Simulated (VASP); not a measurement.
Band structure of CoSi (B20). All values below come from r2SCAN meta-GGA, VASP's PBE PAW potentials (set 64) (plane waves; VASP).

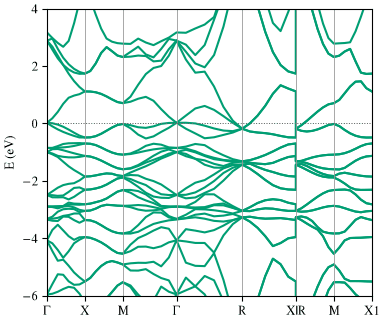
Bands along high-symmetry lines, zero at the valence-band maximum or, without a gap, the Fermi level

### Question
Read the plot: is there a gap, and where are the band edges?

### Answer
It has no gap at this level: it comes out as a metal or semimetal.

The compound is CoSi in the B20 structure. It was relaxed first. The run is not spin-polarised, so no magnetic state was tried.
